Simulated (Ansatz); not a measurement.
Calculation: PBE (plane waves to 420 eV, PAW; Ansatz, an electronic-structure program).

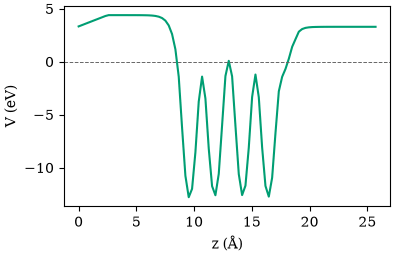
Fig. 1. Electrostatic potential energy of an electron, averaged over planes parallel to the surface, in eV from the Fermi level, for NH2 on the 1x1 (0001) surface of hcp Ti, one in a 2x2 cell, started at the site 'bridge Ti-Ti (span 2.9 Å)'

Slab: 19 atoms, 6.8 Å thick at the start under the adsorbate (thin: gaps and levels are the slab's own); k 6x6x1, smearing 0.1 eV, dipole-corrected; 8 atoms held, the rest relaxed; no symmetry held; no spin, no spin-orbit, no U, no dispersion correction. At the end it is bonded to 3 Ti. In PBE it is, or lies within 0.03 eV of, the lowest of the starts that converged.

Task: The surface cell has an area of 29.91 Å². What dipole along the normal does the step between the two vacuum levels imply?

Result: the top vacuum level lies 1.10 eV below the bottom one; p = −ε₀ A ΔV (ε₀ = 0.005526 e/(V·Å)) gives 0.18 e·Å a cell.
